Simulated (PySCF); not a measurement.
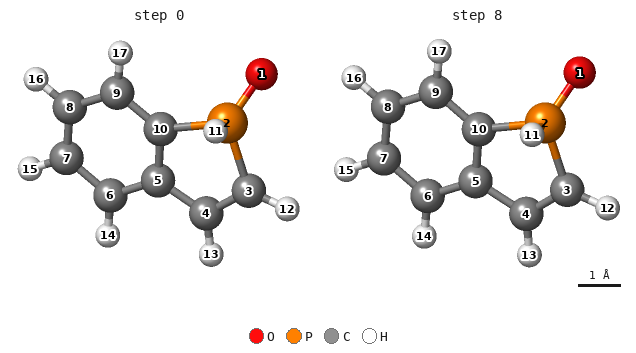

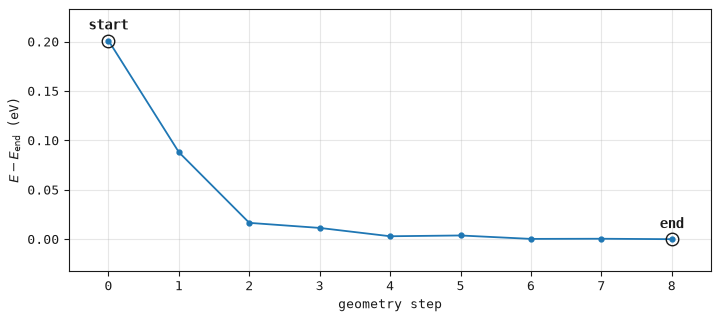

First and last geometry of a relaxation of C$_{8}$H$_{7}$OP, with the history of the run. Style: ball-and-stick. Shown at a tilt.

The start comes from GFN2-xTB. Its atoms were then displaced at random by about 0.01 Å.

Theory: PySCF, PBE0-D3(BJ)/def2-SVP geometry optimisation, gas phase. 

What do the curves and the structures tell?

Answer. It converged. The energy falls by 0.201 eV in 8 geometry steps. H11 moves most after the best rigid fit: 0.092 Å. By element the largest moves are H 0.092 Å, O 0.081 Å, C 0.052 Å, P 0.006 Å. Near-neighbour distances that change, for instance: C4–C5 1.425 → 1.473 Å, C3–H12 1.050 → 1.091 Å, C3–C4 1.380 → 1.345 Å, C7–H15 1.063 → 1.092 Å. Bond angles that change, for instance: C3–C4–H13 119.8° → 123.8°, C5–C4–H13 123.9° → 120.6°. The run took 4.3 min on 1 thread of Arm Neoverse N1 (shared host).

| step | E − E(0), eV |
| --- | --- |
| 0 | 0.0000 |
| 1 | -0.1131 |
| 2 | -0.1846 |
| 3 | -0.1898 |
| 4 | -0.1982 |
| 5 | -0.1974 |
| 6 | -0.2009 |
| 7 | -0.2007 |
| 8 | -0.2012 |
